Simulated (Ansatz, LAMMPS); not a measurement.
## Relaxing a frame of liquid mixture of dimethyl sulfoxide and H2O from 300 K (89 atoms)

How does a frame of liquid mixture of dimethyl sulfoxide and H2O from 300 K (89 atoms) relax, and what do bonds, charges and levels look like afterwards?

Program: Ansatz 0.2.0. Level of theory: Kohn-Sham DFT, PBE+D4, PAW (set soft_2), plane waves. Results are calculated unless marked as measured.

**1. Set-up**

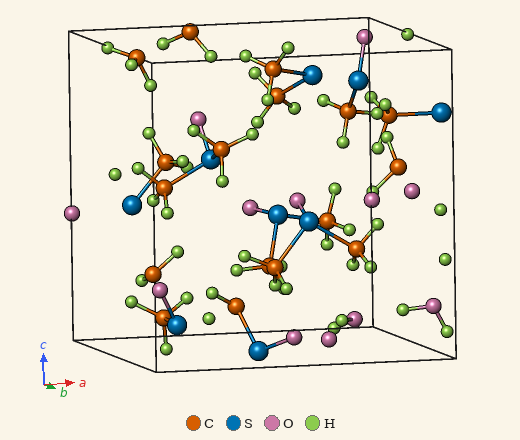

The cell as given, slightly off an axis (carbon orange, sulfur blue, oxygen pink, hydrogen green). Bonds to atoms that aren't drawn are left out. Some periodic images of atoms are drawn too.

The cell holds 89 atoms: 16 C, 8 S, 11 O and 54 H. Cell: a = 10.111 Å, b = 10.111 Å, c = 10.111 Å, α = 90.0°, β = 90.0°, γ = 90.0°. 8 dimethyl sulfoxide, 3 H2O placed at random, at 1.09 g/cm³; overlaps pushed apart, then 10 ps at 450 K with MMFF94 bonds, angles, torsions, charges and radii (Halgren, J. Comput. Chem. 17, 490 (1996)) in harmonic and 12-6 forms; SPC/E water (Berendsen, Grigera and Straatsma, J. Phys. Chem. 91, 6269 (1987)). Snapshot after 20 ps at 300 K and fixed volume.

Limits known from the start: The network of contacts between molecules at the start is that of the classical potential that made the cell. The density was typed from a rule of thumb and may lie off the real one at this temperature. Only the Γ point is sampled, in a cell whose shortest periodic width is 10 Å.

**2. How the cell was made**

A classical potential makes the cell, at a small fraction of what the same run would cost in DFT.

This step: classical MD, MMFF94 bonds, angles, torsions, charges and radii (Halgren, J. Comput. Chem. 17, 490 (1996)) in harmonic and 12-6 forms; SPC/E water (Berendsen, Grigera and Straatsma, J. Phys. Chem. 91, 6269 (1987)) (LAMMPS 22 Jul 2025 - Update 4).

The input, in.lmp:

```
# liquid mixture of dimethyl sulfoxide and H2O
units real
atom_style full
boundary p p p
bond_style harmonic
angle_style harmonic
dihedral_style opls
improper_style harmonic
special_bonds lj 0 0 0.5 coul 0 0 0.75
read_data data.lmp
neigh_modify delay 0 every 1 check yes one 4000
comm_modify cutoff 12.0
timestep 0.5
thermo_style custom step time temp pe press density
thermo_modify norm yes
# push overlapping molecules apart
pair_style soft 2.6
pair_coeff * * 0.0
variable a equal ramp(1,60)
fix ad all adapt 1 pair soft a * * v_a
velocity all create 450 514911 mom yes dist gaussian
fix lim all nve/limit 0.03
fix lan all langevin 450 450 50 514912 zero yes
thermo 1000
run 3000 post no
unfix ad
pair_style lj/cut/coul/long 9.0
pair_modify mix arithmetic tail yes
pair_coeff 1 1 0.0678 3.3680   # C
pair_coeff 2 2 0.2681 3.6400   # S
pair_coeff 3 3 0.0763 2.9870   # O
pair_coeff 4 4 0.0216 2.5400   # H
pair_coeff 5 5 0.1553 3.1660   # O
pair_coeff 6 6 0.0000 1.0000   # H
# [... 19 lines left out ...]
compute msd all msd com yes
thermo 5000
fix md all nvt temp 300 300 100
run 20000 post no
print "== T300: mean square displacement over the hold $(c_msd[4]:%.2f) A^2"
unfix md
uncompute msd
write_dump all custom T300.dump id type xs ys zs modify sort id
```

On the command line:

```console
$ lmp -in in.lmp -log none -nocite
```

Numbers of over 12 decimals in the logs are rounded to 6 here.

Output:

```text
LAMMPS (22 Jul 2025 - Update 4)
Reading data file ...
  orthogonal box = (0 0 0) to (10.1107 10.1107 10.1107)
  89 atoms
  orthogonal box = (0 0 0) to (10.1107 10.1107 10.1107)
  78 bonds
  123 angles
  96 dihedrals
WARNING: Bond/angle/dihedral extent > half of periodic box length
   Step          Time           Temp          PotEng         Press         Density
         0   0              450            0.21185326     8490.7239      1.0909991
      1000   500            468.46355      1.3918972      19057.856      1.0909991
      2000   1000           471.70705      1.1220188      14175.592      1.0909991
      3000   1500           432.87918      1.0731396      21541.993      1.0909991
WARNING: Bond/angle/dihedral extent > half of periodic box length
Loop time of 0.166545 s on 1 MPI rank(s) for 3000 steps with 89 atoms
PPPM initialization ...
  G vector (1/distance) = 0.27868091
  grid = 5 5 5
[... 31 lines left out ...]
Loop time of 2.91458 s on 1 MPI rank(s) for 10000 steps with 89 atoms
WARNING: Bond/angle/dihedral extent > half of periodic box length
   Step          Time           Temp          PotEng         Press         Density
[... 4 lines left out ...]
WARNING: Bond/angle/dihedral extent > half of periodic box length
Loop time of 1.45035 s on 1 MPI rank(s) for 5000 steps with 89 atoms
WARNING: Bond/angle/dihedral extent > half of periodic box length
   Step          Time           Temp          PotEng         Press         Density
[... 2 lines left out ...]
     25000   24000          312.9953      -1.024301      -1075.2194      1.0909991
     30000   29000          315.71887     -0.84326793     3976.2525      1.0909991
     35000   34000          310.36583     -0.67868846    -2460.8029      1.0909991
     37000   36000          295.39593     -0.85215021    -6482.4136      1.0909991
WARNING: Bond/angle/dihedral extent > half of periodic box length
Loop time of 5.66758 s on 1 MPI rank(s) for 20000 steps with 89 atoms
== T300: mean square displacement over the hold 6.35 A^2
```

It took 11 s on 1 thread of Arm Neoverse V2, shared host; peak memory 0.12 GiB.

The input also reads data.lmp (atoms, bonds and types; not printed here).

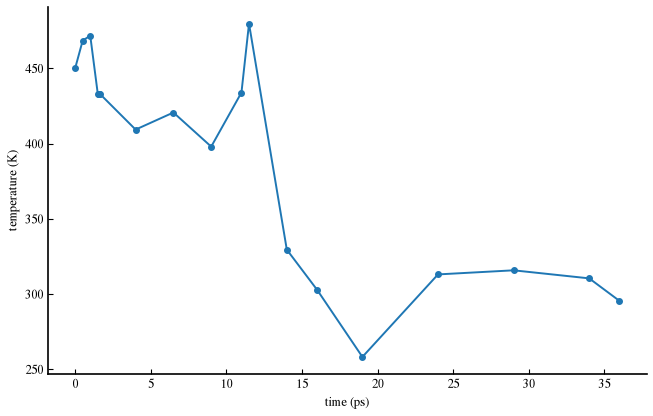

Temperature, plotted against time.

**3. Single point at the start**

A single point comes first, to see the forces before anything moves.

The input, input.yaml:

```yaml
crystal:
  lattice:
    - [10.1107, 0.0, 0.0]
    - [0.0, 10.1107, 0.0]
    - [0.0, 0.0, 10.1107]
  atoms:
    - { symbol: C, position: [0.46122, 0.15246, 0.61303] }
    - { symbol: S, position: [0.38061, 0.31713, 0.60158] }
    - { symbol: C, position: [0.23969, 0.25899, 0.50904] }
    - { symbol: O, position: [0.33383, 0.34204, 0.7351] }
    - { symbol: H, position: [0.47171, 0.12092, 0.50628] }
    - { symbol: H, position: [0.38734, 0.08965, 0.67101] }
    - { symbol: H, position: [0.56437, 0.15655, 0.65803] }
    - { symbol: H, position: [0.17936, 0.34262, 0.47994] }
    - { symbol: H, position: [0.17134, 0.19459, 0.56898] }
    - { symbol: H, position: [0.265, 0.20014, 0.42036] }
    - { symbol: C, position: [0.10293, 0.44634, 0.95534] }
    - { symbol: S, position: [0.21344, 0.48498, 0.09018] }
    - { symbol: C, position: [0.12686, 0.6397, 0.1333] }
    - { symbol: O, position: [0.18747, 0.37832, 0.19314] }
    - { symbol: H, position: [0.11343, 0.3434, 0.92176] }
    - { symbol: H, position: [0.131, 0.50729, 0.87106] }
    - { symbol: H, position: [0.00119, 0.46638, 0.99394] }
    - { symbol: H, position: [0.19237, 0.6862, 0.19921] }
    - { symbol: H, position: [0.02913, 0.6062, 0.18585] }
    - { symbol: H, position: [0.11814, 0.69653, 0.03898] }
    - { symbol: C, position: [0.26891, 0.00216, 0.20208] }
    - { symbol: S, position: [0.35217, 0.96323, 0.04968] }
    - { symbol: C, position: [0.36724, 0.13811, 0.996] }
    - { symbol: O, position: [0.48557, 0.9113, 0.08299] }
    - { symbol: H, position: [0.21327, 0.91653, 0.2382] }
    - { symbol: H, position: [0.20635, 0.09191, 0.19422] }
    - { symbol: H, position: [0.34732, 0.01794, 0.27287] }
    - { symbol: H, position: [0.4346, 0.13982, 0.91385] }
    - { symbol: H, position: [0.39491, 0.21294, 0.07525] }
    - { symbol: H, position: [0.2685, 0.16669, 0.9645] }
    - { symbol: C, position: [0.12619, 0.69455, 0.64194] }
    - { symbol: S, position: [0.01736, 0.67469, 0.5061] }
    - { symbol: C, position: [0.94556, 0.53132, 0.574] }
    - { symbol: O, position: [0.91996, 0.7869, 0.52384] }
    - { symbol: H, position: [0.17098, 0.78862, 0.63369] }
    - { symbol: H, position: [0.20374, 0.61749, 0.63367] }
    - { symbol: H, position: [0.07406, 0.68554, 0.73751] }
    - { symbol: H, position: [0.02129, 0.45994, 0.58325] }
    - { symbol: H, position: [0.86675, 0.50478, 0.49443] }
    - { symbol: H, position: [0.90274, 0.55545, 0.67484] }
    - { symbol: C, position: [0.62339, 0.19251, 0.22806] }
    - { symbol: S, position: [0.72842, 0.2291, 0.37601] }
    - { symbol: C, position: [0.86322, 0.31113, 0.29023] }
    - { symbol: O, position: [0.66145, 0.33605, 0.4576] }
    - { symbol: H, position: [0.59705, 0.28625, 0.18174] }
    - { symbol: H, position: [0.5386, 0.13304, 0.26249] }
    - { symbol: H, position: [0.67698, 0.13181, 0.15114] }
    - { symbol: H, position: [0.92591, 0.34234, 0.37043] }
    - { symbol: H, position: [0.82525, 0.40235, 0.25034] }
    - { symbol: H, position: [0.92452, 0.2564, 0.22309] }
    - { symbol: C, position: [0.57272, 0.3893, 0.89247] }
    - { symbol: S, position: [0.66035, 0.54454, 0.88504] }
    - { symbol: C, position: [0.51332, 0.64303, 0.83405] }
    - { symbol: O, position: [0.69742, 0.56356, 0.0311] }
    - { symbol: H, position: [0.47911, 0.39855, 0.93956] }
    - { symbol: H, position: [0.64128, 0.3238, 0.95101] }
    - { symbol: H, position: [0.56219, 0.35626, 0.78978] }
    - { symbol: H, position: [0.54415, 0.74327, 0.80327] }
    - { symbol: H, position: [0.44161, 0.64511, 0.91169] }
    - { symbol: H, position: [0.46238, 0.59077, 0.74642] }
    - { symbol: C, position: [0.80824, 0.92563, 0.78845] }
    - { symbol: S, position: [0.96195, 0.00364, 0.79829] }
    - { symbol: C, position: [0.88792, 0.14334, 0.71694] }
    - { symbol: O, position: [0.97574, 0.03858, 0.94206] }
    - { symbol: H, position: [0.76882, 0.93103, 0.68403] }
    - { symbol: H, position: [0.73669, 0.9726, 0.85452] }
    - { symbol: H, position: [0.82347, 0.82809, 0.81176] }
    - { symbol: H, position: [0.8757, 0.12171, 0.61481] }
    - { symbol: H, position: [0.9643, 0.21795, 0.71422] }
    - { symbol: H, position: [0.79656, 0.17943, 0.75956] }
    - { symbol: C, position: [0.48957, 0.6163, 0.28275] }
    - { symbol: S, position: [0.50411, 0.66928, 0.45346] }
    - { symbol: C, position: [0.63604, 0.78768, 0.43959] }
    - { symbol: O, position: [0.38922, 0.75356, 0.48952] }
    - { symbol: H, position: [0.55351, 0.52108, 0.2691] }
    - { symbol: H, position: [0.51266, 0.70036, 0.21798] }
    - { symbol: H, position: [0.3902, 0.57486, 0.2691] }
    - { symbol: H, position: [0.61163, 0.86922, 0.374] }
    - { symbol: H, position: [0.72356, 0.73548, 0.40195] }
    - { symbol: H, position: [0.65212, 0.82689, 0.54666] }
    - { symbol: O, position: [0.95468, 0.8999, 0.16261] }
    - { symbol: H, position: [0.85944, 0.87551, 0.1518] }
    - { symbol: H, position: [0.98474, 0.95123, 0.0836] }
    - { symbol: O, position: [0.99803, 0.01556, 0.4123] }
    - { symbol: H, position: [0.97212, 0.98671, 0.32131] }
    - { symbol: H, position: [0.97033, 0.94684, 0.47781] }
    - { symbol: O, position: [0.71627, 0.80889, 0.12089] }
    - { symbol: H, position: [0.63339, 0.85904, 0.10094] }
    - { symbol: H, position: [0.7003, 0.71219, 0.1076] }
kpoints:
  mp_grid: { grid: [1, 1, 1] }
hamiltonian:
  xc: pbe
  dispersion: d4
scf:
  occupations: { method: fixed }
output:
  forces: true
  stress: true
  populations: true
  dos:
    method: { smearing: { sigma: 0.15 } }
    de: 0.1
    projected: { site_lists: { C: [C], H: [H], O: [O], S: [S] } }
  eigenvalues: true
```

On the command line:

```console
$ ansatz run input.yaml --threads 4 --pin off --max-ram 8192MiB --backend cpu --events-out ev --progress --plain --runs-dir out
```

Output:

```text
Engine: ansatz 0.2.0, aarch64-unknown-linux-gnu
Pseudopotentials: kind: paw
Pseudopotential: C, paw, valence charge 4, recommended cutoff 420 eV (normal), C.paw.azcp
Pseudopotential: S, paw, valence charge 6, recommended cutoff 420 eV (normal), S.paw.azcp
Pseudopotential: O, paw, valence charge 6, recommended cutoff 420 eV (normal), O.paw.azcp
Pseudopotential: H, paw, valence charge 1, recommended cutoff 420 eV (normal), H.paw.azcp
[... 5 lines on functional and potentials left out ...]
Crystal: 89 atoms, lattice volume = 1033.579 Å³
Basis set: ecut = 420 eV, 20197 PW (Γ), exchange–correlation on 144×144×144 points (8 copies of the dense FFT grid, shifted against one another)
Bands: 205, of which v1, the nominal top of the filled ones, is band 116 counted from 1 (115 counted from 0)
Symmetry: 1 space group operations
Space group: P1 (ITA 1), of the structure as read, at distance tolerance 1.0e-4 Å
k-points: 1
[... 9 lines on functional and potentials left out ...]
Initial density: superposition of atomic densities (neutral atoms: chi_scale 0, normalization atom), corrected by the library's trained network
Initial wavefunctions: pseudopotential atomic-orbital guess
Functional: x = pbe(κ = 0.804, μ = 0.219515), c = pbe(β = 0.066725)
SCF iter   1: F=—  HF=-18334.599062 eV  |F-HF|=—  |Δ(HF+E_count)|=         —  Δρ=7.26e-3  dr2=6.85e-1  ethr=1.77e-3  ⟨swp⟩=5.0  Hψ=750  notcnv=0  defer=87
preconditioner: auto → Resta (q_TF=auto, 2.127 Å⁻¹)  ε∞=2.5  [insulator: Δε(μ)=4.118 eV  Ē_g=13.883 eV  n_scr=170 (ndim 8)  ℏωp=17.0 eV  f_vac=0.206  ε∞_Penn≈2.5]
SCF iter   2: F=—  HF=-18334.454073 eV  |F-HF|=—  |Δ(HF+E_count)|=   1.45e-1  Δρ=4.45e-3  dr2=1.37e-1  ethr=2.95e-4  ⟨swp⟩=3.0  Hψ=357  notcnv=0  defer=86
SCF iter   3: F=—  HF=-18334.433824 eV  |F-HF|=—  |Δ(HF+E_count)|=   2.02e-2  Δρ=1.58e-3  dr2=3.23e-2  ethr=5.89e-5  ⟨swp⟩=3.0  Hψ=239  notcnv=0  defer=87
SCF iter   4: F=—  HF=-18334.432984 eV  |F-HF|=—  |Δ(HF+E_count)|=   8.39e-4  Δρ=6.52e-4  dr2=6.00e-3  ethr=1.39e-5  ⟨swp⟩=3.0  Hψ=165  notcnv=0  defer=87
SCF iter   5: F=—  HF=-18334.432553 eV  |F-HF|=—  |Δ(HF+E_count)|=   4.31e-4  Δρ=2.50e-4  dr2=8.01e-4  ethr=2.59e-6  ⟨swp⟩=3.0  Hψ=233  notcnv=0  defer=87
SCF iter   6: F=—  HF=-18334.432507 eV  |F-HF|=—  |Δ(HF+E_count)|=   4.56e-5  Δρ=9.29e-5  dr2=1.01e-4  ethr=3.45e-7  ⟨swp⟩=2.0  Hψ=348  notcnv=0  defer=87
SCF iter   7: F=—  HF=-18334.432519 eV  |F-HF|=—  |Δ(HF+E_count)|=   1.17e-5  Δρ=3.95e-5  dr2=1.56e-5  ethr=4.34e-8  ⟨swp⟩=2.0  Hψ=236  notcnv=0  defer=86
SCF iter   8: F=—  HF=-18334.432982 eV  |F-HF|=—  |Δ(HF+E_count)|=   4.63e-4  Δρ=1.33e-5  dr2=1.84e-6  ethr=6.73e-9  ⟨swp⟩=2.0  Hψ=230  notcnv=0  defer=85
SCF iter   9: F=—  HF=-18334.432982 eV  |F-HF|=—  |Δ(HF+E_count)|=   6.04e-7  Δρ=5.18e-6  dr2=2.48e-7  ethr=7.91e-10  ⟨swp⟩=2.0  Hψ=230  notcnv=0  defer=85
SCF iter  10: F=-18334.432983 eV  HF=-18334.432983 eV  |F-HF|=4.54e-9  |Δ(HF+E_count)|=   1.42e-7  Δρ=2.35e-6  dr2=5.37e-8  ethr=4.31e-11  ⟨swp⟩=17.0  Hψ=1478  notcnv=0
SCF 1 converged in 10 iterations: F = -18334.432983 eV  dr2 = 5.37e-8
  greatest PAW one-centre occupation: 0.878 electrons in one spin orbital (limit 2), on the O atom at site 3 (counted from 0), in its partial waves of l = 0
SCF converged after 10 iterations
Free energy (F): -18334.432983 eV
Harris-Foulkes:  -18334.432983 eV  (|F-HF|=4.54e-9)
Internal energy: -18334.432983 eV  (E = F + TS)
E sigma→0 (E₀):  -18334.432983 eV
Fermi energy:    0.068056 eV
--- Per-component energies (eV) ---
  E_band       = -1735.389542
  E_kinetic    = 5001.928138
  E_local      = -14579.747731  (includes V_loc(G=0)·N_el)
  E_nonlocal   = 1281.701102
  E_hartree    = 5226.541040
  E_xc         = -2840.303325
  E_vxc        = -3308.503063  (∫ρ·V_xc dr)
  E_paw        = -8164.315074  (= ΣΔE_a)
  E_vpaw       = -583.805812  (= ΣTr[D̂ρ^β])
  E_aug_tail   = -0.044359  (compensation charges beyond the density's cutoff)
  E_ewald      = -4255.836462
  E_disp       = -4.356313  (pairwise vdW)
  E_smearing   = -0.000000  (= −TS)
  E_closure    = -0.000000  (closes the sum)
  Σ components = -18334.432983   (vs F -18334.432983, Δ=0.00e0)
--- Forces (eV/Å), atoms counted from 1 ---
  atom   1  C     -0.01172332    -0.38849670    -0.53975570
  atom   2  S      1.22967654    -1.26975414    -2.42092541
  atom   3  C     -0.95846855    -1.23994114     0.00018105
  atom   4  O     -1.37781753     1.02548118     2.86333961
  atom   5  H     -0.07772720    -0.12280708     1.09250487
  atom   6  H      1.03243349     0.49567802    -0.72910475
  atom   7  H     -1.31185159     0.15286459    -0.35941559
  atom   8  H      0.06718748     0.50155158    -0.31869002
  atom   9  H      0.80116420     0.31017196    -0.09431974
  atom  10  H      0.10508149     0.43219319     0.19387436
  atom  11  C     -0.68784397    -0.14178713     0.04373844
  atom  12  S     -0.14145501    -0.61581022    -0.12799567
  atom  13  C     -1.68534343    -1.85023054    -0.46618618
  atom  14  O      0.11305237     0.59706476     0.00049914
[...]
atom  88  H      0.66716383    -0.74007024     0.20300892
  atom  89  H      0.11121789     0.75588163    -0.35699119
  max |Σ_I F_I| component: 1.43e-4 eV/Å
--- Stress (GPa, compression-positive) ---
        0.758957       0.331390       0.050698
        0.331390       0.436845       0.056844
        0.050697       0.056845      -0.516729
  P = ⅓ Tr σ = 0.2264 GPa (2.264 kbar)
--- Band table (eV) ---
  k-point 0: bands = ["-21.1682", "-21.1345", "-20.8777", "-20.5813", [... 189 levels ...], "9.7456", "9.8106", "9.8691", "10.0141", "10.0761", "10.1589", "10.1994", "10.3241", "10.4128", "10.4406", "10.4454", "10.5756"]
--- Löwdin populations: 89 sites ---
  site symbol       q [e]
     0      C      4.5544
     1      S      4.7576
     2      C      4.5936
[...]
88      H      0.6219
  spilling = 0.017795 (of n_electrons = 232.000000)
```

Elapsed: 7.5 s, on 4 threads of Arm Neoverse V2, shared host; peak memory 1 GiB.

Numbers from this run:

```
free energy                                      : -18334.4330 eV
free energy per atom                             : -206.0049 eV/atom
SCF cycles                                       : 10
pressure                                         : 0.2264 GPa
r.m.s. force component                           : 0.7411 eV/Å
longest force                                    : 3.339 eV/Å
Fermi energy                                     : 0.06806 eV
gap (highest filled to lowest empty level) : 3.586 eV
spilling of the projection                       : 0.01779
```

The r.m.s. force component of 0.74 eV/Å and the pressure of 0.23 GPa set the starting point.

Neighbours are counted within 1.34 Å (H-C), 1.21 Å (H-O), 2.21 Å (C-S), 1.93 Å (O-S).

Length of the force by element and coordination:

```csv
element,coordination,atoms,mean length of the force (eV/Å),spread,least,most
C,all,16,1.57,0.722,0.540,3.15
H,all,54,0.930,0.546,0.283,2.85
O,all,11,0.979,0.808,0.438,3.34
O,1,8,1.12,0.903,0.438,3.34
O,2,3,0.592,0.118,0.471,0.752
S,all,8,1.30,0.751,0.645,3.00
```

[end of part 1 of 3]

[Logs are printed without paths, hosts, clocks, repeated set-up lines and the standing remarks that a program may print on its own settings, such as how far it seeks lower states.]

[Hosts, paths, dates, database ids (printed as entryN), source tags and the programs' standing remarks are cut or masked in the printed files.]

[The MMFF94 radii named for the starting cell were scaled by 0.96; in molecules described by MMFF94, hydrogen bound to N, O or S took a small fixed 12-6 site in their place.]
